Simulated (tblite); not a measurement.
# CH₁₁NSi₃: frequency calculation

- system: CH₁₁NSi₃, SMILES C[SiH2][SiH2]N[SiH3]
- method: GFN2-xTB harmonic vibrations, gas phase (tblite 0.8.0)

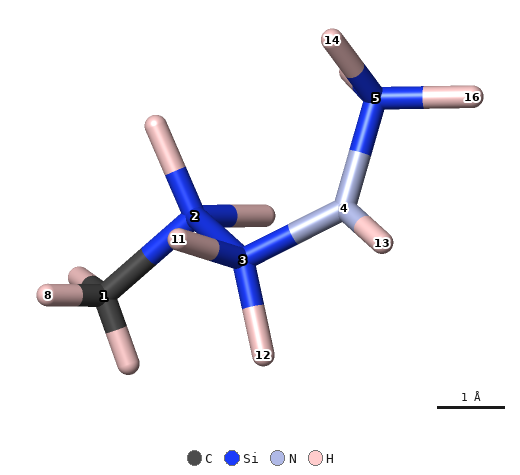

**Figure 1.** The input geometry (stick view, seen at a tilt; atoms are numbered from 1 in the order of the input). Bond lengths as drawn: C–H 1.09 Å, C–Si 1.90 Å, H–N 1.01 Å, H–Si 1.46 to 1.48 Å, N–Si 1.73 to 1.74 Å and Si–Si 2.31 Å.

## Key numbers

- outcome: converged
- total energy: −432.3536 eV
- zero-point energy: 68.1200 kcal/mol
- hardware: 1 CPU thread, shared host
- peak memory: 0.18 GiB

## The input
```
{"job": {"kind": "ir", "xc": "GFN2-xTB", "basis": "xTB"}, "charge": 0, "multiplicity": 1}
C     -2.981713    -0.292668     0.029103
Si    -1.253512     0.475740     0.240501
Si     0.336933    -1.064671    -0.402606
N      1.858001    -0.256982    -0.652903
Si     2.679407     0.894437     0.342140
H     -3.164283    -0.579464    -1.002789
H     -3.767601     0.397875     0.319627
H     -3.091067    -1.185324     0.638770
H     -1.248710     1.733312    -0.526619
H     -1.146548     0.884952     1.653019
H      0.522005    -2.165246     0.566742
H      0.092657    -1.726982    -1.695910
H      2.463778    -0.732219    -1.302690
H      3.218642     0.290384     1.567882
H      1.697052     1.920299     0.687153
H      3.777362     1.415501    -0.472832
```

The first line tells a small driver script what to run in tblite; the rest is the geometry in Å.

Launch command:
```bash
OMP_NUM_THREADS=1 python <driver script> task.json out
```

## What the program printed
```
mode    cm-1     km/mol
  1      28.0      0.19
  2      49.8      0.07
  3      85.6      0.41
  4     104.1      0.61
  5     131.0      0.27
  6     143.2      0.92
  7     231.7      0.58
  8     354.6      7.88
  9     374.6    101.97
 10     443.2      4.92
 11     459.9      2.47
 12     559.0     41.33
 13     568.4     12.24
 14     576.8     41.52
 15     603.8     29.18
 16     643.9    491.12
 17     672.8     31.32
 18     737.0    273.81
 19     750.3     87.74
 20     767.2    253.59
 21     801.2    389.17
 22     811.6    126.11
 23     816.9    309.80
 24     821.7    143.57
 25     829.6    230.20
 26     842.0     74.78
 27     990.0    247.57
 28    1206.6    185.91
 29    1374.0      5.08
 30    1495.1      0.07
 31    1497.6      0.74
 32    2100.7    241.82
 33    2150.1     79.58
 34    2161.2    542.97
 35    2175.2    262.84
 36    2198.8    530.62
 37    2252.9    296.91
 38    2266.5    310.52
 39    3031.4     38.61
 40    3034.3     29.58
 41    3041.8     11.38
 42    3466.6      1.53
```

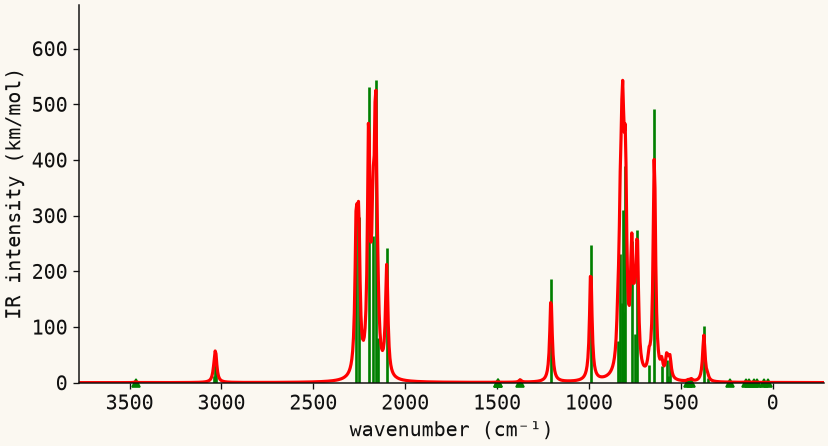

**Figure 2.** Harmonic infrared spectrum, unscaled: sticks (degenerate modes added up, dark ones marked on the axis) with a Lorentzian envelope of 16 cm⁻¹ full width, scaled to the tallest stick. 42 modes from 28 to 3467 cm⁻¹, none imaginary. The strongest line is at 2161 cm⁻¹ (543 km/mol).
